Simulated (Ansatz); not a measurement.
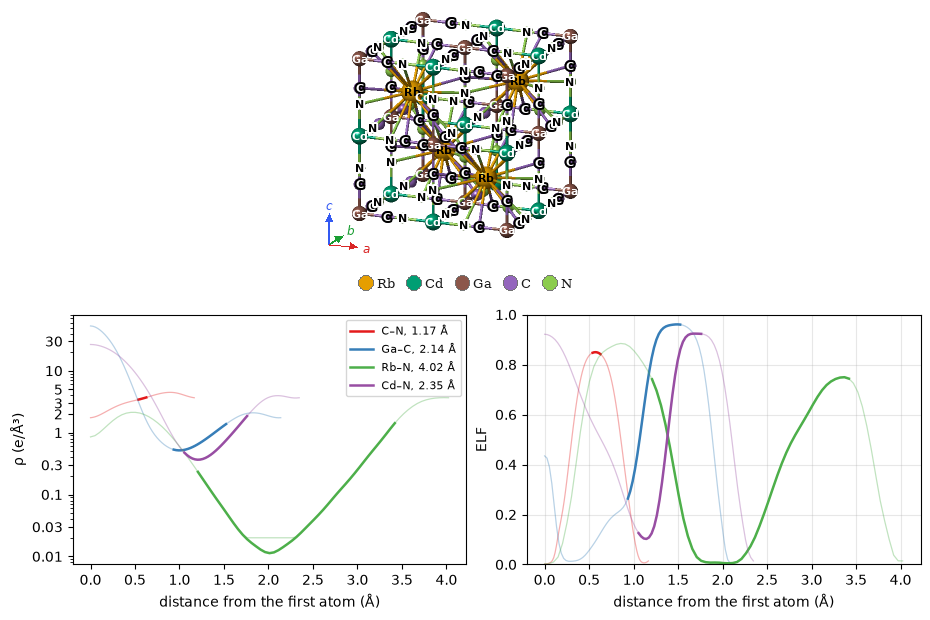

Figure 1: RbCdGaC6N6. Valence electron density and ELF along straight lines between neighbouring atoms. Thin, pale parts lie inside the atomic spheres. The structure is drawn too.

Space group F-43m; a structure generated by program, which may or may not match a known phase.

The calculation used Ansatz, DFT PBE, scalar-relativistic, plane waves, PAW.

In a PAW calculation such maps are meaningful between the atoms, not at the nuclei.

### What can be read from the curves?

C–N (1.17 Å): the density is about 3.6 e/Å³ at the midpoint; the ELF peaks at about 0.85 between the atoms (inside overlapping PAW spheres, so only a guide): a short, multiple covalent bond.
Ga–C (2.14 Å): the density is about 0.53 e/Å³ at the midpoint; the ELF peaks at about 0.95 in the valence shell of C, 0.6 Å from its nucleus, and is about 0.50 at the midpoint.
Rb–N (4.02 Å): ρ at the midpoint is about 0.01 e/Å³; the ELF is about 0 at the midpoint; no localised pair shows between them.
Cd–N (2.35 Å): the density is about 0.37 e/Å³ at the midpoint; the ELF peaks at about 0.90 in the valence shell of N, 0.7 Å from its nucleus, and drops to about 0.10 between the two atoms (no shared electron pair shows on this line).
